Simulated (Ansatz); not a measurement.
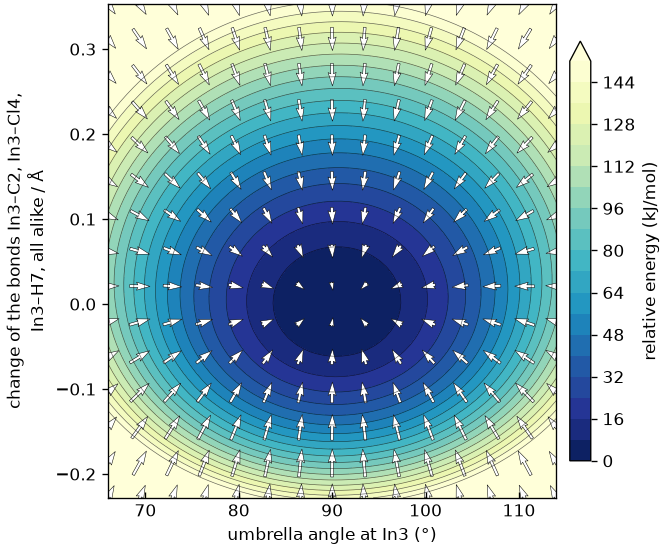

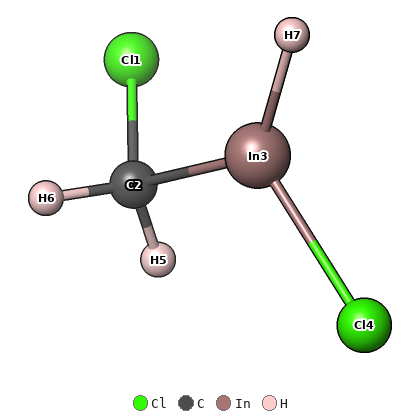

Energy landscape of CH₃Cl₂In, SMILES Cl[CH2][InH][Cl]. 
- First axis: umbrella angle at In3 (between each of its bonds and their common axis; 90 is planar). Second axis: change of the bonds In3–C2, In3–Cl4, In3–H7, all alike.
- Nothing is relaxed (all other coordinates rigid).
- Grid: 15 × 15 points.
- Points are written as (first, second).
- Energies are in kJ/mol, from the relaxed molecule at the same level.
- The calculation used RKS CAM-B3LYP-D4/def2-SVP (Ansatz).

The picture shows filled contours, arrows along the force (downhill), their lengths compressed, one colour for all values above the top of the scale. Between grid points the surface is interpolated. The second picture is the structure at the lowest point.

Q: Describe this landscape.

A: The lowest grid point is at (90.0°, 0.021 Å), 0.9 kJ/mol from the relaxed molecule at the same level. It is the only kind of minimum in the scanned range. The highest grid point, (66.0°, −0.228 Å), lies 267 kJ/mol above the lowest. Round the minimum the two coordinates are nearly uncoupled.

The values on the grid:

```csv
"second ↓, first →",66.0,69.4,72.9,76.3,79.7,83.1,86.6,90.0,93.4,96.9,100.3,103.7,107.1,110.6,114.0
0.353,221,203,187,174,164,157,152,150,150,154,160,168,180,194,210
0.312,198,179,162,149,138,130,125,123,124,127,134,143,155,170,187
0.270,176,156,139,124,113,105,100,98,98,102,109,118,131,147,165
0.228,156,135,116,102,90,81,76,74,74,79,86,96,109,125,144
0.187,138,116,97,82,69,60,55,52,53,58,65,76,89,107,127
0.145,122,100,80,64,51,42,36,33,34,39,47,58,72,91,111
0.104,111,87,66,50,36,27,21,18,19,24,32,44,59,78,100
0.062,103,79,57,40,26,16,9,7,8,13,22,34,50,70,93
0.021,101,75,53,35,20,10,3,1,2,8,17,30,46,67,92
−0.021,105,78,55,36,21,10,4,1,2,8,18,31,49,71,96
−0.062,117,89,64,45,29,18,11,8,10,16,26,40,58,82,108
−0.104,137,108,82,62,46,34,27,24,26,32,43,58,77,101,130
−0.145,168,137,111,89,73,60,53,50,52,59,70,85,106,131,161
−0.187,211,179,152,129,112,99,91,89,91,98,110,126,147,174,206
−0.228,268,235,206,183,165,151,143,140,142,150,162,180,202,231,264
```

The input of one point:

```yaml
crystal:
  periodic: [false, false, false]
  atoms:
    - { symbol: Cl, position_ang: [0.780397, 2.184935, 0.417267] }
    - { symbol: C, position_ang: [-0.298893, 0.766514, 0.652201] }
    - { symbol: In, position_ang: [0.400412, -0.864221, -0.617897] }
    - { symbol: Cl, position_ang: [-1.399566, -2.085458, -1.593658] }
    - { symbol: H, position_ang: [-1.320597, 1.05927, 0.382835] }
    - { symbol: H, position_ang: [-0.280879, 0.495823, 1.715441] }
    - { symbol: H, position_ang: [1.982261, -1.418757, -1.035569] }
basis:
  gaussian: { orbitals: def2-SVP }
hamiltonian:
  xc: { name: CAM-B3LYP }
  dispersion: d4
output:
  forces: true
```

The whole map (225 points run) took 20 min on 1 thread of Arm Neoverse V2, with other jobs on the host.
